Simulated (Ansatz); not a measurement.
# AsH2+ (triplet): one geometry, many settings at distance As1–H2 = 1.511 Å

What do other methods and options give for AsH2+ (triplet) at this geometry, and how long do they take?

Method: the settings change from run to run; program: Ansatz 0.2.0, Gaussian basis.

14 further runs of the same task are left out: 12 that didn't finish, 2 set aside as unsound or not needed.

**1. The geometry**

The geometry derives from a PBE0/def2-TZVP stationary point (not a proven minimum). One bond is set to the value named and the two fragments are kept rigid. No spin-orbit coupling is included. The filled d shell of As may be among the frozen orbitals whatever the setting's name suggests; the logs give the count.

3 atoms, charge 1, spin multiplicity 3.

Atoms are counted from 1 here; the program's logs count them from 0.

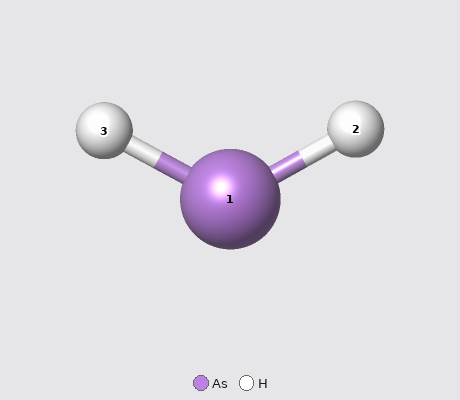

The structure; arsenic purple, hydrogen white; atoms are numbered from 1 in the order of the file.

**2. BCCD on ROHF/cc-pVDZ**

in.yaml

```yaml
crystal:
  periodic: [false, false, false]
  atoms:
    - {symbol: As, position_ang: [0.000000, -0.019098, 0.000000]}
    - {symbol: H, position_ang: [0.000000, 0.709797, -1.324011]}
    - {symbol: H, position_ang: [0.000000, 0.709797, 1.324011]}
basis:
  gaussian: {orbitals: cc-pVDZ}
total_charge: 1
magnetization: {spin_polarized: false, initial_magnetization: 2}
correlation: {method: bccd, electrons: all}
scf: {omitted_lower_state_checks: [cluster_reference]}
```

The run is started by

```bash
$ ansatz run in.yaml --threads 1 --pin off --events-out ev --progress --plain --max-ram 2393MiB
```

Standard output:

```text
Functional definition: HF
  name "HF"
  cite "Fock, Z. Phys. 61, 126 (1930) doi:10.1007/BF01340294"
  parent pbe
  exchange = exact_x
  correlation = 0
these checks for a lower state are left out or cut short: cluster_reference
415 factors; integrals over basis functions are off by at most 1.2e-3 eV
mean field evaluation 1: about -60816.1692 eV, gradient 7.2e0 eV
mean field evaluation 2: about -60816.1713 eV, gradient 7.2e0 eV
mean field evaluation 4: about -60816.5798 eV, gradient 4.6e-1 eV
mean field evaluation 8: about -60816.5833 eV, gradient 2.3e-6 eV
mean field -60816.58329170 eV, -2234.9682130094 hartree, gradient 2.9e-6 eV, S^2 2.000000; 0 other end points of the search recorded, 0 dependent functions left out
reference -60816.58329170 eV, -2234.9682130094 hartree; 18, 16 occupied and 19, 21 virtual orbitals, 415 factors
second order -2.75748303 eV of doubles, -0.05082747 eV of singles
cycle   1  -3.17540778 eV  change   -3.7e-1 eV  update   5.0e-2
cycle   2  -3.33666916 eV  change   -1.6e-1 eV  update   2.0e-2
cycle   3  -3.34681828 eV  change   -1.0e-2 eV  update   7.2e-3
cycle   4  -3.34783863 eV  change   -1.0e-3 eV  update   2.9e-3
cycle   5  -3.34718360 eV  change    6.6e-4 eV  update   8.7e-4
cycle   6  -3.34709005 eV  change    9.4e-5 eV  update   1.8e-4
cycle   7  -3.34715091 eV  change   -6.1e-5 eV  update   4.9e-5
cycle   8  -3.34715329 eV  change   -2.4e-6 eV  update   1.6e-5
Total energy: -60819.93044499 eV, -2235.0912186239 hartree
Checks for a lower state left out: cluster_reference
```

It took 3.3 s on 1 thread of Intel Xeon at 2.50GHz, shared host.

From the report: correlation -3.3472 eV; largest double amplitude 0.05.

**3. CCSDT(Q)/B on ROHF/cc-pVDZ**

in.yaml, as its differences from that of step 2:

```diff
@@ -10,3 +10,2 @@
 magnetization: {spin_polarized: false, initial_magnetization: 2}
-correlation: {method: bccd, electrons: all}
-scf: {omitted_lower_state_checks: [cluster_reference]}
+correlation: {method: ccsdt_q_b, electrons: outside_noble_gas}
```

Same command.

Standard output, cut to the lines that bear on the results:

```text
Functional definition: HF
  name "HF"
  cite "Fock, Z. Phys. 61, 126 (1930) doi:10.1007/BF01340294"
  parent pbe
[...]
704 factors; integrals over basis functions are off by at most 9.3e-8 eV
[...]
mean field -60816.58333890 eV, -2234.9682147437 hartree, gradient 3.1e-6 eV, S^2 2.000000; 0 other end points of the search recorded, 0 dependent functions left out
14 core orbitals not correlated: weight in the atoms' cores, before any rotation towards them, 1.000 or more for the frozen orbitals, at most 0.000 for the correlated occupied ones
reference -60816.58333890 eV, -2234.9682147437 hartree; 4, 2 occupied and 19, 21 virtual orbitals, 704 factors
second order -2.04003900 eV of doubles, -0.04123191 eV of singles
cycle   1  -2.49263300 eV  change   -4.1e-1 eV  update   5.2e-2
[...]
cycle  12  -2.73003674 eV  change    7.0e-8 eV  update   4.3e-7
perturbative correction -0.00109936 eV, -0.0000404009 hartree
Total energy: -60819.31447500 eV, -2235.0685821442 hartree
```

Run time: 7 s. Hardware: 1 thread of Intel Xeon at 2.50GHz, shared host.

From the report: correlation -2.7311 eV; T1 0.018; largest double amplitude 0.06.

**4. CCSDT(Q) on UHF/def2-mTZVP**

in.yaml

```yaml
crystal:
  periodic: [false, false, false]
  atoms:
    - {symbol: As, position_ang: [0.000000, -0.019098, 0.000000]}
    - {symbol: H, position_ang: [0.000000, 0.709797, -1.324011]}
    - {symbol: H, position_ang: [0.000000, 0.709797, 1.324011]}
basis:
  gaussian: {orbitals: def2-mTZVP}
total_charge: 1
magnetization: {spin_polarized: true, initial_magnetization: 2}
correlation: {method: ccsdt_q, electrons: outside_noble_gas}
accuracy: high
```

Launched as before.

Standard output, cut to the lines that bear on the results:

```text
Functional definition: HF
  name "HF"
  cite "Fock, Z. Phys. 61, 126 (1930) doi:10.1007/BF01340294"
  parent pbe
[...]
650 factors; integrals over basis functions are off by at most 4.6e-9 eV
[...]
mean field -60817.24636055 eV, -2234.9925803402 hartree, gradient 2.0e-8 eV, S^2 2.005365; 0 other end points of the search recorded, 0 dependent functions left out
14 core orbitals not correlated: weight in the atoms' cores, before any rotation towards them, 1.000 or more for the frozen orbitals, at most 0.000 for the correlated occupied ones
reference -60817.24636055 eV, -2234.9925803402 hartree; 4, 2 occupied and 24, 26 virtual orbitals, 650 factors
second order -1.82652724 eV of doubles, -0.00000000 eV of singles
cycle   1  -2.19462123 eV  change   -3.7e-1 eV  update   5.3e-2
[...]
cycle  21  -2.44335608 eV  change   3.7e-10 eV  update  2.7e-10
perturbative correction -0.00080725 eV, -0.0000296660 hartree
Total energy: -60819.69052389 eV, -2235.0824016861 hartree
```

Wall time 9.5 s (1 thread of Intel Xeon at 2.50GHz, shared host).

From the report: ⟨S²⟩ of the determinant 2.005 (pure triplet: 2.00); correlation -2.4442 eV; T1 0.014; largest double amplitude 0.05.

**5. MP2 on ROHF/def2-mTZVP**

in.yaml, as its differences from that of step 4:

```diff
@@ -9,4 +9,4 @@
 total_charge: 1
-magnetization: {spin_polarized: true, initial_magnetization: 2}
-correlation: {method: ccsdt_q, electrons: outside_noble_gas}
-accuracy: high
+magnetization: {spin_polarized: false, initial_magnetization: 2}
+correlation: {method: mp2, electrons: outside_noble_gas}
+output: {forces: true}
```

Same command.

Standard output, cut to the lines that bear on the results:

```text
Functional definition: HF
  name "HF"
  cite "Fock, Z. Phys. 61, 126 (1930) doi:10.1007/BF01340294"
  parent pbe
[...]
447 factors; integrals over basis functions are off by at most 4.5e-4 eV
[...]
mean field -60817.17264509 eV, -2234.9898713467 hartree, gradient 1.3e-6 eV, S^2 2.000000; 0 other end points of the search recorded, 0 dependent functions left out
[...]
14 core orbitals not correlated: weight in the atoms' cores, before any rotation towards them, 1.000 or more for the frozen orbitals, at most 0.000 for the correlated occupied ones
reference -60817.17264509 eV, -2234.9898713467 hartree; 4, 2 occupied and 24, 26 virtual orbitals, 447 factors
second order -1.84662779 eV of doubles, -0.04094072 eV of singles
[...]
Total energy: -60819.06021360 eV, -2235.0592382101 hartree
Atom 0 at     0.000000    -0.019098     0.000000 Å, force    -0.000000     0.030917    -0.000000 eV/Å
Atom 1 at     0.000000     0.709797    -1.324011 Å, force     0.000000    -0.015459     0.080364 eV/Å
Atom 2 at     0.000000     0.709797     1.324011 Å, force     0.000000    -0.015459    -0.080364 eV/Å
Dipole moment:     0.000000     0.146962     0.000000 e Å
```

It took 2.5 s on 1 thread of Intel Xeon at 2.50GHz, shared host.

**6. CCSD(T)/cc-pVDZ**

in.yaml

```yaml
crystal:
  periodic: [false, false, false]
  atoms:
    - {symbol: As, position_ang: [0.000000, -0.019098, 0.000000]}
    - {symbol: H, position_ang: [0.000000, 0.709797, -1.324011]}
    - {symbol: H, position_ang: [0.000000, 0.709797, 1.324011]}
basis:
  gaussian: {orbitals: cc-pVDZ}
total_charge: 1
magnetization: {spin_polarized: true, initial_magnetization: 2}
hamiltonian: {xc: {name: B3LYP}}
correlation: {method: ccsd_t, electrons: outside_noble_gas}
accuracy: high
```

Launched as before.

Standard output, cut to the lines that bear on the results:

```text
Functional definition: B3LYP
  name "B3LYP"
  cite "Stephens, Devlin, Chabalowski & Frisch, J. Phys. Chem. 98, 11623 (1994) doi:10.1021/j100096a001"
  cite "Becke, Phys. Rev. A 38, 3098 (1988) doi:10.1103/PhysRevA.38.3098"
  cite "Lee, Yang & Parr, Phys. Rev. B 37, 785 (1988) doi:10.1103/PhysRevB.37.785"
  cite "Vosko, Wilk & Nusair, Can. J. Phys. 58, 1200 (1980) doi:10.1139/p80-159"
[...]
715 factors; integrals over basis functions are off by at most 4.5e-9 eV
[...]
mean field -60862.80468680 eV, -2236.6668179491 hartree, gradient 5.8e-9 eV, S^2 2.001386; 0 other end points of the search recorded, 0 dependent functions left out
14 core orbitals not correlated: weight in the atoms' cores, before any rotation towards them, 1.000 or more for the frozen orbitals, at most 0.000 for the correlated occupied ones
reference -60816.30614677 eV, -2234.9580281209 hartree; 4, 2 occupied and 19, 21 virtual orbitals, 715 factors
second order -2.14213779 eV of doubles, -0.13664372 eV of singles
cycle   1  -2.66021970 eV  change   -3.8e-1 eV  update   4.4e-2
[...]
cycle  20  -2.80040295 eV  change   3.1e-10 eV  update  6.2e-10
perturbative correction -0.05660612 eV, -0.0020802367 hartree
Total energy: -60819.16315584 eV, -2235.0630212676 hartree
```

It took 7 s on 1 thread of Intel Xeon at 2.50GHz, shared host.

From the report: ⟨S²⟩ of the determinant 2.001 (pure triplet: 2.00); correlation -2.8570 eV; T1 0.022; largest double amplitude 0.05. The orbitals are Kohn-Sham ones, so correlation energy and T1 don't compare with those on Hartree-Fock orbitals.

**7. The runs in one table**

Where basis and cores are those of an earlier FCI/cc-pVDZ run (-60819.3142 eV), and the state is the same kind, the miss against it is given.

| level | correlated | functions | energy (eV) | from FCI (meV) | time |
| --- | --- | --- | --- | --- | --- |
| BCCD on ROHF/cc-pVDZ | all | 37 | -60819.9304 |  | 3.3 s |
| CCSDT(Q)/B on ROHF/cc-pVDZ | outside noble gas | 37 | -60819.3145 | -0.3 | 7 s |
| CCSDT(Q) on UHF/def2-mTZVP | outside noble gas | 42 | -60819.6905 |  | 9.5 s |
| MP2 on ROHF/def2-mTZVP | outside noble gas | 42 | -60819.0602 |  | 2.5 s |
| CCSD(T)/cc-pVDZ (on B3LYP orbitals) | outside noble gas | 37 | -60819.1632 | 151.0 | 7 s |

**8. Results**

```
quantity                              value
    runs                                  5
quickest      MP2 on ROHF/def2-mTZVP, 2.5 s
 slowest  CCSDT(Q) on UHF/def2-mTZVP, 9.5 s
```

What this shows: Total energies in different bases, with other cores or another treatment of relativity can't be set against each other. CCSDT(Q) on UHF/def2-mTZVP took 4 times as long as MP2 on ROHF/def2-mTZVP; the jobs differ in more than the method. Among the correlated runs with a miss given, it spans -0 to +151 meV. Cores frozen from Kohn-Sham orbitals shift the total energy.
